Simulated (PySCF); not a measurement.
C$_{5}$H$_{6}$FN

```yaml
atoms:
  - { symbol: C, position_ang: [-1.5938, 0.1030, -0.4878] }
  - { symbol: C, position_ang: [-0.1644, 0.0933, -0.0717] }
  - { symbol: C, position_ang: [0.5994, 1.1920, -0.0642] }
  - { symbol: C, position_ang: [1.9508, 1.1885, 0.3223] }
  - { symbol: N, position_ang: [3.0548, 1.1970, 0.6356] }
  - { symbol: C, position_ang: [0.3883, -1.2296, 0.3820] }
  - { symbol: F, position_ang: [-0.2824, -2.2771, -0.1951] }
  - { symbol: H, position_ang: [-1.9221, 1.1020, -0.7607] }
  - { symbol: H, position_ang: [-1.7322, -0.5662, -1.3372] }
  - { symbol: H, position_ang: [-2.2188, -0.2755, 0.3212] }
  - { symbol: H, position_ang: [0.2025, 2.1545, -0.3561] }
  - { symbol: H, position_ang: [0.2663, -1.3421, 1.4678] }
  - { symbol: H, position_ang: [1.4473, -1.3393, 0.1262] }
```

Geometry: GFN2-xTB.

Theory: PBE0/pcSseg-1, SCF density, gas phase, non-relativistic in PySCF.

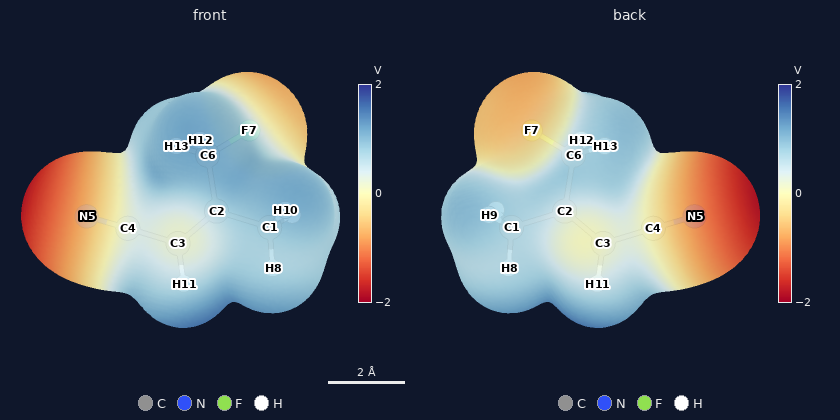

Figure 1. The electrostatic potential painted on the density surface at 0.002 e/bohr³, seen from the front and from behind; the colour scale runs from red (negative) to blue (positive).

Q: Describe the electrostatic potential map.

A: The most negative region (about −1.8 V) lies over N5, the most positive (about +1.5 V) over H11. N5 is the likeliest acceptor of a hydrogen bond.

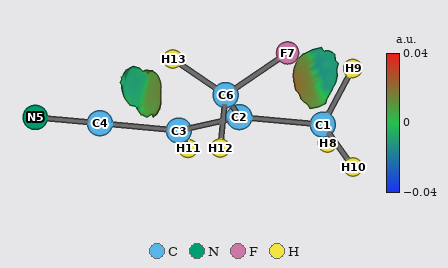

Figure 2. Non-covalent interaction (NCI) plot: the surface where the reduced density gradient is 0.6, for densities under 0.05 a.u., coloured by sign(λ₂)ρ; seen from one side.

Q: What holds or crowds the atoms apart from the covalent bonds?

A: Between C1 and H9 on one side and F7 and C6 on the other: a weak contact, attractive (blue-green) on one side and crowded (olive to red) on the other; between H13 and C6 on one side and C4 and C3 on the other: a weak contact, attractive (blue-green) on one side and crowded (olive to red) on the other.

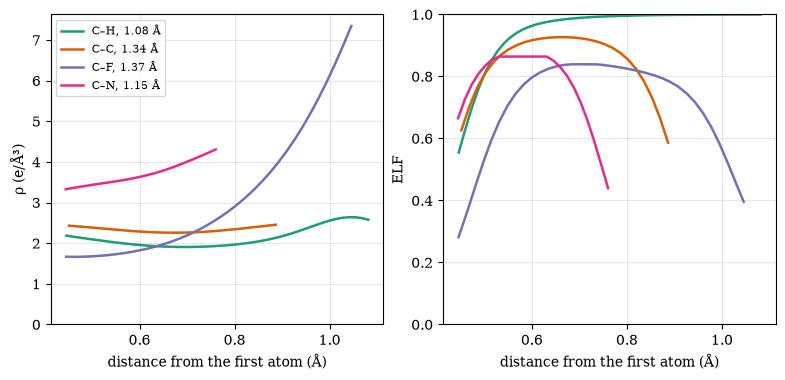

Figure 3. Total electron density and ELF along straight lines between neighbouring atoms. The curves leave out the atomic cores.

Q: Compare the contacts.

A: C–H (1.08 Å): ρ at the midpoint is about 2 e/Å³; the ELF climbs to about 1 towards the hydrogen, as it does in any bond to H; an ordinary covalent bond to hydrogen.
C–C (1.34 Å): the density is about 2.3 e/Å³ at the midpoint; the ELF peaks at about 0.95 between the atoms; a multiple bond.
C–F (1.37 Å): the density is about 2.1 e/Å³ at the midpoint, with its minimum of 1.7 e/Å³ about 0.5 Å from C; the ELF peaks at about 0.85 between the atoms (a shared but strongly polarised pair).
C–N (1.15 Å): the density is about 3.6 e/Å³ at the midpoint; the ELF peaks at about 0.85 between the atoms; a short, multiple covalent bond.
